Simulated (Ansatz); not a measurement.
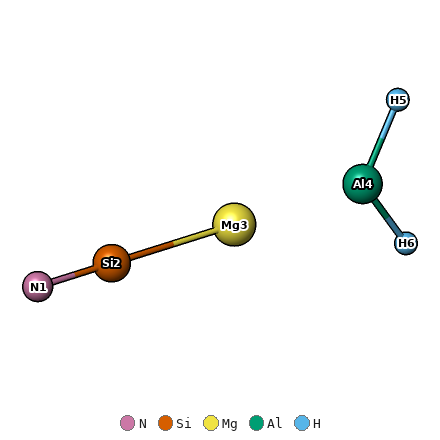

The system is AlH₂MgNSi (SMILES N#[Si][Mg][AlH2]) with the probe H2; the picture shows it without the atoms that are moved over the map. 
- The probe is moved over a plane parallel to the molecule's main plane, 3.70 Å above it.
- The first coordinate is: x of the probe's H atom; the second: y of the probe's H atom.
- Nothing is relaxed (molecule and probe rigid, the probe upright with H nearest the plane).
- The grid has 15 × 7 points.
- All energies are given in kJ/mol relative to molecule and probe far apart, each relaxed in its own basis (no counterpoise correction).
- Method: RKS B3LYP-D4/def2-SVPD in Ansatz 0.2.0.

Range: x of the probe's H atom from −5.53 to 5.53 Å; y of the probe's H atom from −2.37 to 2.37 Å.

Question: What landscape does the calculation give?

Answer: The lowest grid point is at x of the probe's H atom = −3.16 Å, y of the probe's H atom = 0.00 Å, −2.79 kJ/mol from molecule and probe far apart, each relaxed in its own basis (no counterpoise correction). A higher local minimum lies near x of the probe's H atom = 3.95 Å, y of the probe's H atom = −0.79 Å (1.03 kJ/mol above the lowest at that grid point). The highest grid point, x of the probe's H atom = 5.53 Å, y of the probe's H atom = 2.37 Å, lies 2.52 kJ/mol above the lowest. On the interpolated surface the easiest way out of the lowest well to the well at about x of the probe's H atom = 3.97 Å, y of the probe's H atom = −0.50 Å passes a barrier of about 2.1 kJ/mol. Near the minimum the curvatures are about 0.0071 and 0.0092 eV/Å² along the soft and the stiff direction.

```
y of the probe's H atom ↓, x of the probe's H atom →  −5.53  −4.74  −3.95  −3.16  −2.37  −1.58  −0.79   0.00   0.79   1.58   2.37   3.16   3.95   4.74   5.53
                                                2.37  −0.59  −0.93  −1.20  −1.27  −1.19  −1.03  −0.80  −0.59  −0.49  −0.50  −0.58  −0.58  −0.48  −0.36  −0.27
                                                1.58  −0.91  −1.46  −1.86  −1.93  −1.77  −1.49  −1.14  −0.81  −0.65  −0.70  −0.89  −0.98  −0.88  −0.72  −0.54
                                                0.79  −1.20  −1.93  −2.45  −2.54  −2.31  −1.91  −1.44  −0.98  −0.74  −0.86  −1.17  −1.38  −1.38  −1.23  −0.95
                                                0.00  −1.32  −2.12  −2.70  −2.79  −2.53  −2.08  −1.55  −1.05  −0.76  −0.91  −1.32  −1.64  −1.73  −1.60  −1.32
                                               −0.79  −1.20  −1.93  −2.46  −2.55  −2.31  −1.91  −1.42  −0.97  −0.73  −0.85  −1.26  −1.65  −1.77  −1.73  −1.58
                                               −1.58  −0.92  −1.47  −1.87  −1.94  −1.77  −1.48  −1.12  −0.79  −0.63  −0.68  −0.97  −1.32  −1.51  −1.64  −1.52
                                               −2.37  −0.59  −0.94  −1.21  −1.28  −1.19  −1.02  −0.78  −0.57  −0.46  −0.47  −0.61  −0.81  −0.98  −1.07  −0.93
```

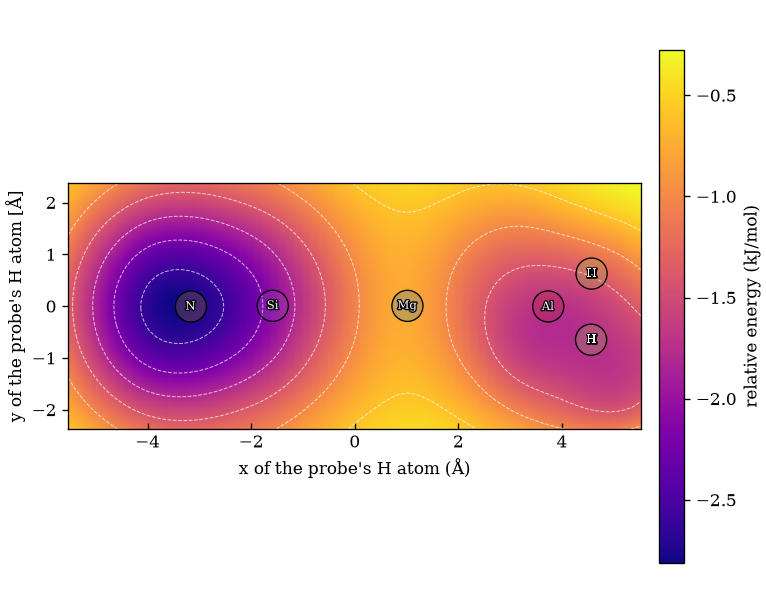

Drawn: a smooth colour map with a few white contour lines, labelled circles for the molecule's atoms, projected on the plane. Between grid points the surface is interpolated.

Each point was launched as `ansatz run input.yaml --threads 1 --pin off --max-ram 2560MiB --backend cpu --events-out ev --progress --plain --runs-dir out`. Time for the 105 points that were run: 11 min on 1 thread of Arm Neoverse V1, with other jobs on the host.
